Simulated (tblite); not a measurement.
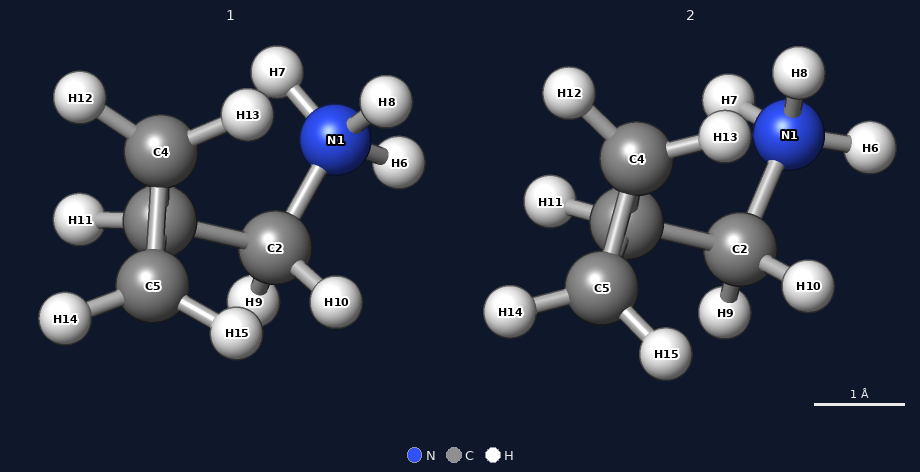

Two geometries of C₄H₁₀N (charge +1), drawn at one scale. One is the start of a relaxation, the other its converged end. The picture is a ball-and-stick view, seen from a free direction.

Computed with GFN2-xTB geometry optimisation, gas phase (tblite). 

### Which geometry has the lower energy?

Structure 2 is the relaxed one. An H atom moves most after the best rigid fit: 0.63 Å. Largest moves by element: H 0.63 Å, C 0.22 Å, N 0.14 Å. Among the contacts that change: C–N 1.436 → 1.506 Å, C–H 1.129 → 1.080 Å, C–C 1.472 → 1.506 Å, H–N 1.060 → 1.027 Å. Among the angles between lasting bonds that change: C–C–C 113.7° → 119.2°, C–C–H 113.7° → 118.7°, C–C–H 113.2° → 117.7°. Groups turn about C–N by about 20°. After 83 geometry steps the energy has fallen by 46.3 kJ/mol. Cost: 0.21 s on 1 thread of Intel(R) Xeon(R) 6975P-C, on a shared host.
